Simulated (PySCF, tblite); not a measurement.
# C₂H₁₁NS₂Si₂: geometry, infrared bands and NMR shifts

Aim: predict the infrared bands and NMR shifts of C₂H₁₁NS₂Si₂ (`CC[Si@H](S)S[SiH2]N`).

Computed with tblite 0.8.0 and PySCF 2.14.0, with density-fitted response routines of our own, on a single molecule in the gas phase. Atoms are numbered from 0 throughout.

## Step 1: Starting geometry

18 atoms, charge 0, multiplicity 1; geometry from: force field or distance geometry start.

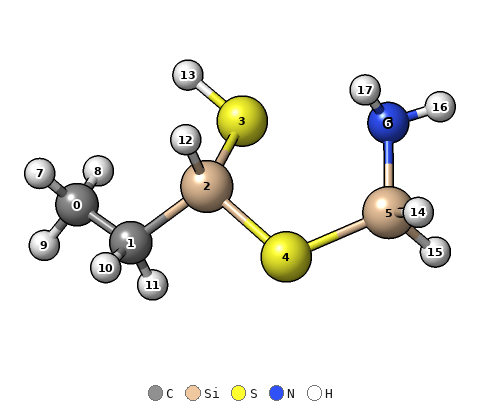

As it starts; carbon grey, silicon light orange, sulfur yellow, nitrogen blue, hydrogen white, atoms numbered.

## Step 2: Optimising the geometry with GFN2-xTB

What the job is given:

```
{"job": {"kind": "relax", "xc": "GFN2-xTB", "basis": "xTB"}, "charge": 0, "multiplicity": 1}
C     -3.090800    -0.551500    -0.552600
C     -1.830400    -1.267900    -0.233600
Si    -0.389900    -0.128200     0.140900
S     -0.288800     1.504800    -1.254300
S      1.367800    -1.356700     0.115300
Si     3.135300    -0.234300    -0.292700
N      2.839900     1.529700    -0.386700
H     -3.652500    -0.201500     0.339500
H     -2.971200     0.291900    -1.248000
H     -3.765900    -1.285800    -1.068100
H     -2.001600    -1.980900     0.620400
H     -1.539400    -1.858900    -1.124900
H     -0.543100     0.451700     1.494900
H     -1.439600     2.269500    -1.078600
H      4.049900    -0.429700     0.853100
H      3.813300    -0.660100    -1.503300
H      3.739000     1.985700    -0.638900
H      2.559100     1.928500     0.540900
```

The run is started by

```sh
$ OMP_NUM_THREADS=1 python probes_run.py task.json out
```

This one command runs all jobs of the session in turn.

The program printed:

```text
step      E/eV     max force
  0    -621.33119    2.233
  1    -621.53772    0.910
  2    -621.60458    0.507
  3    -621.63311    0.490
  4    -621.69272    0.537
  5    -621.73068    0.544
  6    -621.75891    0.397
  7    -621.77599    0.260
  8    -621.79006    0.235
  9    -621.79944    0.231
 10    -621.80676    0.223
 11    -621.81278    0.162
 12    -621.81820    0.184
 13    -621.82320    0.215
 14    -621.82783    0.185
 15    -621.83116    0.123
 16    -621.83318    0.115
 17    -621.83476    0.085
 18    -621.83634    0.089
 19    -621.83796    0.092
 20    -621.83958    0.126
 21    -621.84129    0.128
 22    -621.84331    0.125
 23    -621.84556    0.111
 24    -621.84745    0.118
 25    -621.84906    0.121
 26    -621.85088    0.138
 27    -621.85327    0.128
 28    -621.85568    0.120
 29    -621.85777    0.135
 30    -621.85955    0.124
 31    -621.86139    0.109
 32    -621.86334    0.100
 33    -621.86498    0.088
 34    -621.86613    0.075
 35    -621.86709    0.076
 36    -621.86804    0.100
 37    -621.86902    0.084
 38    -621.86991    0.072
 39    -621.87054    0.058
 40    -621.87096    0.051
 41    -621.87132    0.060
 42    -621.87168    0.051
 43    -621.87205    0.040
 44    -621.87233    0.037
 45    -621.87255    0.032
 46    -621.87278    0.037
 47    -621.87307    0.045
 48    -621.87341    0.052
 49    -621.87373    0.051
 50    -621.87405    0.052
 51    -621.87448    0.052
 52    -621.87517    0.073
 53    -621.87611    0.074
 54    -621.87684    0.060
 55    -621.87725    0.047
 56    -621.87754    0.041
 57    -621.87786    0.043
 58    -621.87825    0.062
 59    -621.87871    0.060
 60    -621.87922    0.062
 61    -621.87980    0.065
 62    -621.88048    0.058
 63    -621.88124    0.063
 64    -621.88180    0.060
 65    -621.88241    0.075
 66    -621.88302    0.062
 67    -621.88378    0.051
 68    -621.88416    0.053
 69    -621.88449    0.047
 70    -621.88501    0.066
 71    -621.88589    0.110
 72    -621.88706    0.127
 73    -621.88833    0.102
 74    -621.88954    0.098
 75    -621.89090    0.084
 76    -621.89046    0.296
 77    -621.89430    0.160
 78    -621.89612    0.130
 79    -621.89930    0.206
 80    -621.90102    0.116
 81    -621.90238    0.119
 82    -621.90729    0.203
 83    -621.91246    0.196
 84    -621.91840    0.168
 85    -621.91783    0.460
 86    -621.92271    0.129
 87    -621.92403    0.279
 88    -621.92659    0.107
 89    -621.92844    0.172
 90    -621.92953    0.092
 91    -621.93043    0.073
 92    -621.93131    0.064
 93    -621.93210    0.069
 94    -621.93306    0.067
 95    -621.93402    0.066
 96    -621.93473    0.060
 97    -621.93532    0.067
 98    -621.93589    0.061
 99    -621.93676    0.057
100    -621.93760    0.068
101    -621.93830    0.054
102    -621.93883    0.048
103    -621.93928    0.043
104    -621.93978    0.045
105    -621.94035    0.041
106    -621.94078    0.037
107    -621.94110    0.039
108    -621.94141    0.031
109    -621.94172    0.043
110    -621.94201    0.038
111    -621.94224    0.041
112    -621.94243    0.035
113    -621.94262    0.039
114    -621.94284    0.043
115    -621.94314    0.069
116    -621.94357    0.088
117    -621.94425    0.126
118    -621.94523    0.120
119    -621.94621    0.100
120    -621.94680    0.049
121    -621.94710    0.043
122    -621.94731    0.043
123    -621.94757    0.040
124    -621.94801    0.045
125    -621.94833    0.046
126    -621.94863    0.037
127    -621.94895    0.045
128    -621.94932    0.045
129    -621.94973    0.063
130    -621.95004    0.042
131    -621.95032    0.050
132    -621.95059    0.040
133    -621.95090    0.044
134    -621.95138    0.051
135    -621.95198    0.058
136    -621.95261    0.062
137    -621.95327    0.071
138    -621.95389    0.051
139    -621.95431    0.056
140    -621.95470    0.055
141    -621.95502    0.052
142    -621.95529    0.040
143    -621.95554    0.042
144    -621.95587    0.064
145    -621.95628    0.051
146    -621.95692    0.064
147    -621.95784    0.083
148    -621.95909    0.108
149    -621.96052    0.156
150    -621.96094    0.140
151    -621.96012    0.327
152    -621.96288    0.172
153    -621.96403    0.097
154    -621.96474    0.067
155    -621.96579    0.072
156    -621.96632    0.056
157    -621.96686    0.044
158    -621.96727    0.057
159    -621.96762    0.050
160    -621.96784    0.041
161    -621.96798    0.034
162    -621.96806    0.027
163    -621.96819    0.029
164    -621.96835    0.032
165    -621.96852    0.029
166    -621.96868    0.029
167    -621.96881    0.023
168    -621.96890    0.020
169    -621.96895    0.014
170    -621.96898    0.015
171    -621.96901    0.017
172    -621.96905    0.015
173    -621.96910    0.016
174    -621.96916    0.016
175    -621.96924    0.020
176    -621.96933    0.026
177    -621.96942    0.026
178    -621.96951    0.022
179    -621.96960    0.025
180    -621.96972    0.027
181    -621.96984    0.025
182    -621.96995    0.024
183    -621.97004    0.023
184    -621.97012    0.024
185    -621.97023    0.031
186    -621.97037    0.030
187    -621.97048    0.025
188    -621.97056    0.017
189    -621.97060    0.020
190    -621.97065    0.016
191    -621.97069    0.013
192    -621.97074    0.012
193    -621.97076    0.012
194    -621.97081    0.014
195    -621.97086    0.016
196    -621.97091    0.017
197    -621.97096    0.013
198    -621.97100    0.012
199    -621.97103    0.014
200    -621.97105    0.013
201    -621.97107    0.013
202    -621.97108    0.011
203    -621.97110    0.007
```

It took 3.3 s on 1 thread of Arm Neoverse N1, shared host; peak memory 0.18 GiB.

Relaxation path: (not every step is listed)

```csv
step,energy from step 0 (eV),largest force (eV/Å)
0,0.0000,2.2333
1,-0.2065,0.9095
2,-0.2734,0.5072
3,-0.3019,0.4895
4,-0.3615,0.5368
5,-0.3995,0.5438
6,-0.4277,0.3967
7,-0.4448,0.2603
8,-0.4589,0.2353
27,-0.5221,0.1276
46,-0.5416,0.0368
65,-0.5512,0.0752
84,-0.5872,0.1676
103,-0.6081,0.0432
122,-0.6161,0.0430
141,-0.6238,0.0520
160,-0.6367,0.0410
179,-0.6384,0.0254
198,-0.6398,0.0120
199,-0.6398,0.0136
200,-0.6399,0.0132
201,-0.6399,0.0133
202,-0.6399,0.0107
203,-0.6399,0.0073
```

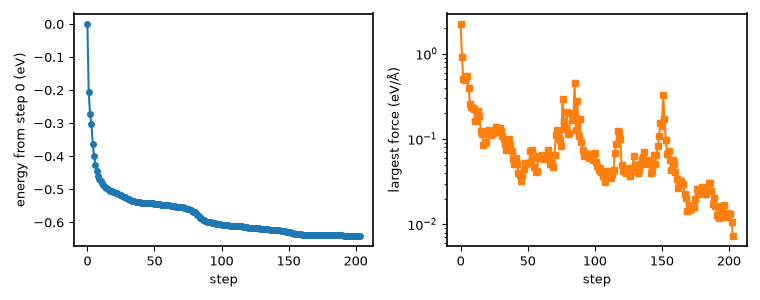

Energy and largest force along the relaxation.

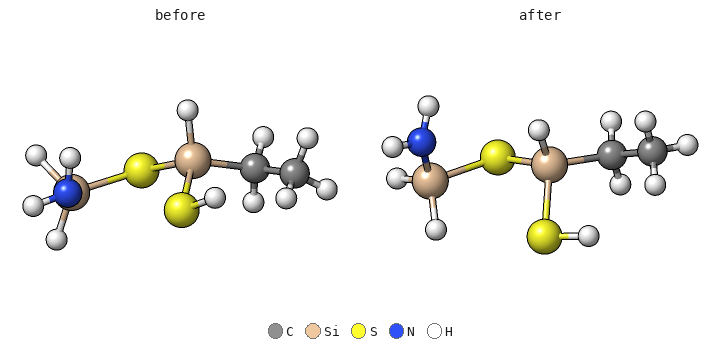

Before and after, at one scale.

Distances of close pairs at the start and the end, largest changes first:

```csv
bond,before (Å),after (Å),change (Å)
Si5–N6,1.791,1.716,-0.075
S3–H13,1.393,1.324,-0.069
N6–H17,1.048,1.008,-0.040
C0–C1,1.484,1.522,+0.038
C1–H10,1.126,1.090,-0.036
C0–H9,1.123,1.088,-0.035
N6–H16,1.039,1.007,-0.032
S4–Si5,2.133,2.162,+0.029
```

The end geometry stands in the next job.

## Step 3: Infrared spectrum with GFN2-xTB

What the job is given:

```
{"job": {"kind": "ir", "xc": "GFN2-xTB", "basis": "xTB"}, "charge": 0, "multiplicity": 1}
C     -3.106124    -0.434936    -0.297759
C     -1.788227    -1.192409    -0.213716
Si    -0.270024    -0.062224    -0.317329
S     -0.090001     0.784345    -2.297943
S      1.432252    -1.265009     0.131748
Si     3.097982     0.031194    -0.336240
N      2.893834     1.396186     0.684255
H     -3.181798     0.297495     0.502585
H     -3.195504     0.090359    -1.247445
H     -3.948443    -1.118846    -0.213133
H     -1.746654    -1.739331     0.727731
H     -1.748870    -1.940504    -1.007723
H     -0.349980     1.065710     0.607263
H     -1.381531     1.033983    -2.450733
H      4.226500    -0.862202    -0.102944
H      2.990495     0.502044    -1.705150
H      3.543245     2.162471     0.616914
H      2.614088     1.257993     1.643202
```

The program printed:

```text
mode    cm-1     km/mol
  1      24.7      2.21
  2      36.7      0.49
  3      48.9      6.34
  4      83.2      2.10
  5     106.6     17.63
  6     118.1      4.69
  7     147.6      6.80
  8     163.3     11.56
  9     188.2      7.05
 10     232.3     11.91
 11     240.2      4.55
 12     276.7      1.44
 13     451.9     26.12
 14     472.0     68.70
 15     506.8     23.14
 16     514.9    112.60
 17     550.3    180.23
 18     574.4     77.41
 19     628.5    116.45
 20     643.4    232.19
 21     691.2     60.06
 22     705.9    145.59
 23     735.2     45.67
 24     744.5    150.65
 25     776.2    132.86
 26     818.4    257.84
 27     910.4    134.54
 28     979.6     22.21
 29    1020.9     13.35
 30    1079.6     16.17
 31    1231.5      3.44
 32    1287.5      6.93
 33    1420.9      1.29
 34    1470.8      2.99
 35    1502.7     68.57
 36    1509.2      1.47
 37    1514.5      4.94
 38    2264.1    201.31
 39    2293.4    300.14
 40    2356.0    167.54
 41    2463.3     89.61
 42    2971.7     23.35
 43    2997.5     18.80
 44    3012.7     59.69
 45    3024.0     38.65
 46    3035.7     24.92
 47    3462.6     10.75
 48    3504.8      0.76
```

Wall time 1.5 s (1 thread of Arm Neoverse N1, shared host); peak memory 0.18 GiB.

Which atoms move in the most intense modes:

```csv
cm⁻¹,km/mol,atoms
550,180.2,"Si2 31 %, H14 23 %, H15 15 %, S4 13 %"
643,232.2,H12 84 %
706,145.6,"H14 45 %, H15 20 %"
744,150.7,"Si2 26 %, C1 18 %, H13 15 %, H10 14 %"
818,257.8,"H16 32 %, H17 31 %, N6 12 %"
2264,201.3,H12 96 %
2293,300.1,H14 94 %
2356,167.5,H15 95 %
```

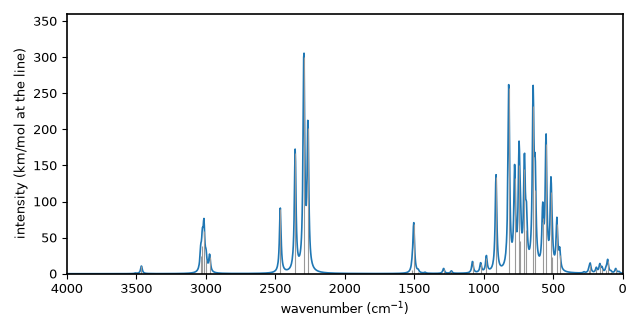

The infrared spectrum from these modes, unscaled. Lines are broadened to a width of 14 cm⁻¹ (Lorentzian).

## Step 4: Nuclear shieldings: PBE0/pcSseg-1

The job, as its differences from that of step 3:

```diff
@@ -1,2 +1,2 @@
-{"job": {"kind": "ir", "xc": "GFN2-xTB", "basis": "xTB"}, "charge": 0, "multiplicity": 1}
+{"job": {"kind": "nmr", "xc": "PBE0", "basis": "pcSseg-1"}, "charge": 0, "multiplicity": 1}
 C     -3.106124    -0.434936    -0.297759
```

Level: GIAO PBE0/pcSseg-1 NMR shielding, non-relativistic, gas phase.

The program printed:

```text
coarse grid: 16552 points
cycle   1  E = -1512.1921782194  dE =  4.790e-01  |g| = 5.614e-01  |ddm| = 3.816e+00
cycle   2  E = -1512.1635964701  dE =  2.858e-02  |g| = 6.789e-01  |ddm| = 1.214e+00
cycle   3  E = -1512.2703117738  dE = -1.067e-01  |g| = 6.580e-02  |ddm| = 6.829e-01
cycle   4  E = -1512.2711739121  dE = -8.621e-04  |g| = 3.086e-02  |ddm| = 1.012e-01
cycle   5  E = -1512.2713843363  dE = -2.104e-04  |g| = 4.495e-03  |ddm| = 3.490e-02
cycle   6  E = -1512.2713884817  dE = -4.145e-06  |g| = 2.224e-03  |ddm| = 8.272e-03
final grid: 139848 points
cycle   7  E = -1512.3120805230  dE = -2.905e-05  |g| = 9.855e-03  |ddm| = 2.810e-02
cycle   8  E = -1512.3120658220  dE =  1.470e-05  |g| = 1.246e-02  |ddm| = 2.098e-02
cycle   9  E = -1512.3121037882  dE = -3.797e-05  |g| = 8.455e-04  |ddm| = 1.192e-02
cycle  10  E = -1512.3121039415  dE = -1.533e-07  |g| = 2.204e-04  |ddm| = 1.077e-03
cycle  11  E = -1512.3121039520  dE = -1.050e-08  |g| = 6.146e-05  |ddm| = 2.439e-04
cycle  12  E = -1512.3121039528  dE = -8.217e-10  |g| = 1.770e-05  |ddm| = 7.150e-05
converged SCF energy = -1512.3121039528

GIAO shielding tensors (ppm)
atom      isotropic    diamagn.    paramagn.     s11        s22        s33       span
  0 C      177.347     246.295     -68.948    170.694    173.168    188.179     17.485
  1 C      170.659     256.185     -85.526    164.473    166.530    180.973     16.500
  2 Si     335.689     881.965    -546.275    303.044    342.727    361.297     58.253
  3 S      741.998    1059.592    -317.593    627.080    740.511    858.404    231.325
  4 S      735.092    1062.678    -327.586    670.770    741.384    793.121    122.351
  5 Si     376.496     879.637    -503.141    334.174    367.063    428.251     94.077
  6 N      248.216     317.034     -68.818    206.387    251.614    286.647     80.260
  7 H       30.844      30.215       0.630     26.130     28.951     37.452     11.322
  8 H       30.923      30.178       0.744     25.306     31.362     36.101     10.795
  9 H       30.252      27.141       3.111     24.763     27.394     38.599     13.836
 10 H       30.687      33.370      -2.683     24.710     30.879     36.471     11.761
 11 H       30.721      32.435      -1.714     26.245     30.248     35.671      9.425
 12 H       25.864      32.598      -6.734     22.323     24.916     30.352      8.029
 13 H       31.251      32.244      -0.993     22.511     28.559     42.684     20.173
 14 H       26.265      28.094      -1.829     21.518     24.191     33.086     11.568
 15 H       26.334      29.627      -3.293     22.159     26.405     30.437      8.278
 16 H       31.476      28.374       3.102     23.953     26.117     44.357     20.405
 17 H       31.254      32.539      -1.285     24.052     29.127     40.583     16.531
```

It took 51 s on 1 thread of Arm Neoverse N1, shared host; peak memory 0.93 GiB.

The references, computed at this level on geometries of the same kind, shield at (ppm): 1H TMS 31.72, 13C TMS 186.9, 29Si TMS 349.2, 15N NH3 267.7, 33S CS2 504. Their shielding less the atom's gives the shift. The references are single molecules in the gas phase, so shifts against H2O, NH3, PH3, H3PO4 or CFCl3 are not on the usual liquid scales and can be off by tens of ppm. Atoms listed in one row are averaged.

```csv
atoms,environment,σ (ppm),δ (ppm),δ scaled to CDCl3
C1,sp3 CH2 bonded to Si,170.7,16.3,14.0
C0,methyl carbon,177.3,9.6,7.4
H12,"hydrogen on a silicon bonded to C, 2 S",25.86,5.85,–
H14,"hydrogen on a silicon bonded to N, S",26.27,5.45,–
H15,"hydrogen on a silicon bonded to N, S",26.33,5.38,–
"H7, H8, H9",hydrogen on a methyl carbon,30.67,1.04,1.09
H10,hydrogen on an sp3 CH2 bonded to Si,30.69,1.03,1.08
H11,hydrogen on an sp3 CH2 bonded to Si,30.72,1.00,1.04
H13,hydrogen on a sulfur bonded to Si,31.25,0.47,–
"H16, H17",hydrogen on a nitrogen bonded to Si,31.36,0.35,–
Si2,"silicon bonded to C, 2 S, H",335.7,13.5,–
Si5,"silicon bonded to N, S, 2 H",376.5,-27.3,–
S4,sulfur bonded to 2 Si,735,-231,–
S3,"sulfur bonded to Si, H",742,-238,–
N6,"nitrogen bonded to Si, 2 H",248.2,19.5,–
```

The scaled column applies a straight-line fit of computed shieldings to shifts measured in CDCl3, with any fitted terms for Cl, Br or S neighbours (root-mean-square error 0.16 ppm for H, 1.9 ppm for C).

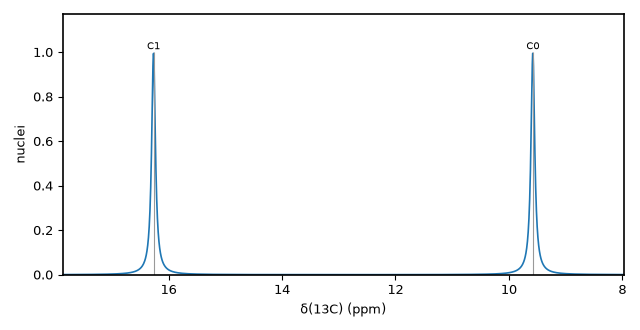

13C lines at the computed shifts, without couplings. Lines are broadened to a width of 0.08 ppm (Lorentzian).

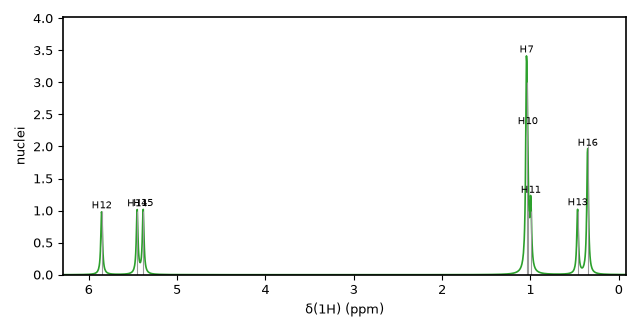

1H lines at the computed shifts, without couplings. Lines are broadened to a width of 0.02 ppm (Lorentzian).

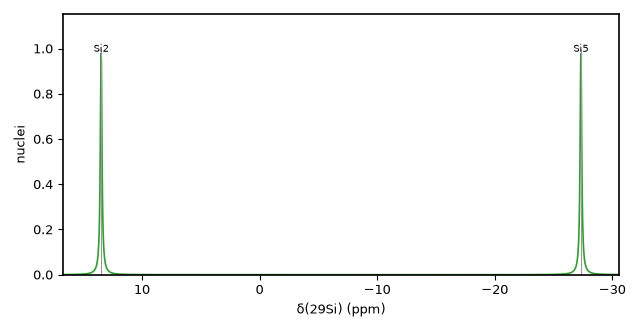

29Si lines at the computed shifts, without couplings. Lines are broadened to a width of 0.16 ppm (Lorentzian).

The run also stored atomic charges by several schemes (e):

```csv
atoms,Mulliken,IAO,Hirshfeld,ESP fit
C0,-0.29,-0.41,-0.12,-0.35
C1,-0.56,-0.54,-0.16,0.10
Si2,0.67,0.77,0.31,0.16
S3,-0.38,-0.33,-0.15,-0.41
S4,-0.56,-0.44,-0.18,-0.37
Si5,0.71,0.84,0.35,0.63
N6,-0.62,-0.85,-0.31,-0.96
```

Hirshfeld charges:

C0 -0.12; C1 -0.16; Si2 0.31; S3 -0.15; S4 -0.18; Si5 0.35; N6 -0.31; H7 0.04; H8 0.04; H9 0.05; H10 0.04; H11 0.04; H12 -0.09; H13 0.05; H14 -0.08; H15 -0.08; H16 0.12; H17 0.12

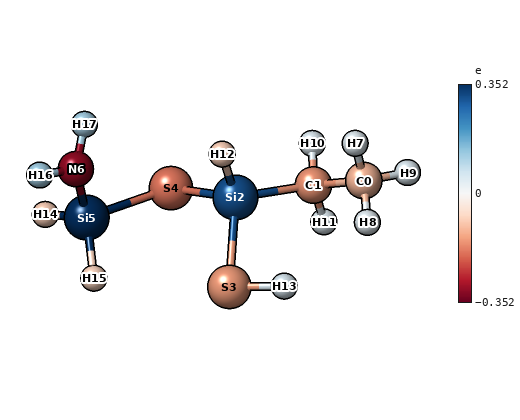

Hirshfeld charges, as colours on the atoms.

Mayer bond orders: C0–C1 1.05, C1–Si2 0.91, Si2–S3 1.01, Si2–S4 0.98, S4–Si5 0.93, Si5–N6 1.03.

## Step 5: What came out

```
                                                              quantity                                               value
                             strongest single infrared mode (GFN2-xTB)                               2293 cm⁻¹, 300 km/mol
                                          zero-point energy (GFN2-xTB)                                       79.8 kcal/mol
                                13C shifts against TMS (PBE0/pcSseg-1)                                       16.3, 9.6 ppm
1H shifts against TMS (PBE0/pcSseg-1, means over atoms taken as alike)  5.85, 5.45, 5.38, 1.04, 1.03, 1.00, 0.47, 0.35 ppm
                               29Si shifts against TMS (PBE0/pcSseg-1)                                     13.5, -27.3 ppm
                                33S shifts against CS2 (PBE0/pcSseg-1)                                      -231, -238 ppm
                                15N shifts against NH3 (PBE0/pcSseg-1)                                            19.5 ppm
```

The optimisation took 203 steps and gained 0.640 eV; among the close pairs (by a distance rule), Si5–N6 changed most, from 1.791 to 1.716 Å. No mode is imaginary among the 48: a minimum at this level. The strongest single mode, at 2293 cm⁻¹, moves mainly H14. Unscaled tight-binding wavenumbers are off by several per cent, some by more. Its intensities can rank the bands wrongly. At PBE0/pcSseg-1: The widest tensor belongs to S3: span 231 ppm, with a paramagnetic part of -318 ppm.
